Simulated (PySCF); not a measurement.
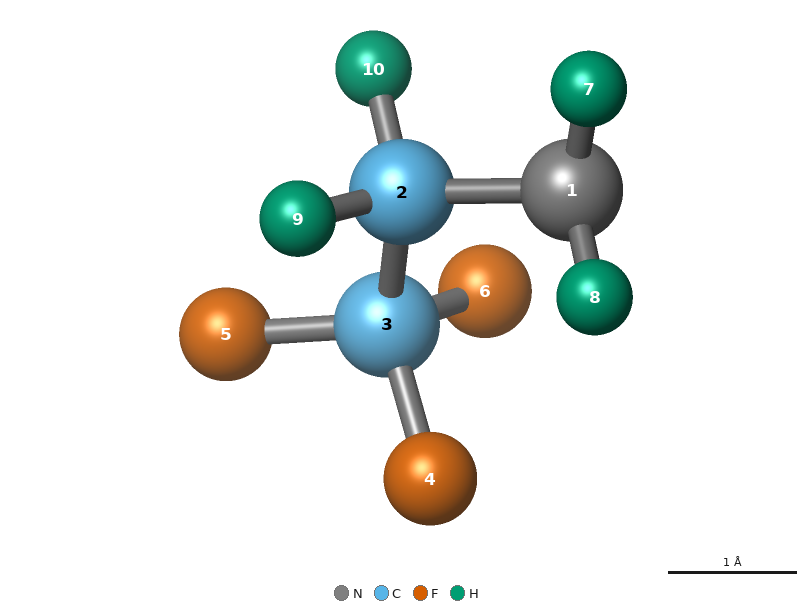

The atoms are numbered. The computed structure is the end point of a PBE0-D3(BJ)/def2-SVP optimisation. No frequency run is at hand to confirm it as a minimum.

List the bonds and their lengths.

| bond | length (Å) | order |
| --- | --- | --- |
| N1–C2 | 1.438 | single |
| N1–H7 | 1.015 | single |
| N1–H8 | 1.017 | single |
| C2–C3 | 1.511 | single |
| C2–H9 | 1.110 | single |
| C2–H10 | 1.101 | single |
| C3–F4 | 1.342 | single |
| C3–F5 | 1.338 | single |
| C3–F6 | 1.329 | single |
